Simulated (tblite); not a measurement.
# C4H10N2SeSi: the cost of one run

The runs use tblite 0.8.0 and PySCF 2.14.0, with density-fitted response routines of our own; the level of theory stands in each step. All values are computed, except where a source is named. Atoms count from 0, in the outputs and in this text.

## (1) Starting geometry

18 atoms, charge 0, multiplicity 1; geometry from: force field or distance geometry start.

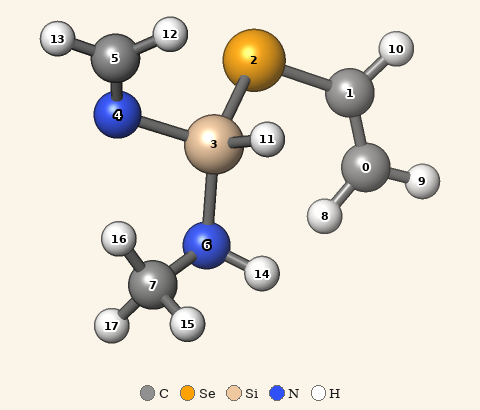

The starting geometry (carbon grey, selenium orange, silicon light orange, nitrogen blue, hydrogen white), atoms numbered.

## (2) Geometry optimisation with GFN2-xTB

What the job is given:

```
{"job": {"kind": "relax", "xc": "GFN2-xTB", "basis": "xTB"}, "charge": 0, "multiplicity": 1}
C      3.243500    -0.835500    -0.140900
C      3.107000     0.480500    -0.333900
Se     1.585900     1.297700    -1.091800
Si    -0.371500     0.490200    -0.240300
N     -1.683700     1.162300    -1.216000
C     -2.093900     2.338300    -0.845200
N     -0.497700    -1.287100    -0.360700
C     -1.917800    -1.604200    -0.296400
H      2.481000    -1.555300    -0.408900
H      4.140100    -1.223900     0.311400
H      3.939500     1.108100    -0.015200
H     -0.549200     0.905300     1.149000
H     -1.647300     2.821000     0.013800
H     -2.878400     2.772600    -1.429400
H     -0.039100    -1.737800     0.466000
H     -2.163100    -2.033800     0.703300
H     -2.497200    -0.681900    -0.507100
H     -2.166900    -2.410400    -1.034000
```

Run with:

```sh
$ OMP_NUM_THREADS=1 python probes_run.py task.json out
```

The driver reads the jobs from task.json and runs them one after another.

**Question.** How long does this first job take on 1 thread of Arm Neoverse N1, shared host, and how much memory does it need?

About 2 s, with a peak of 0.18 GiB.
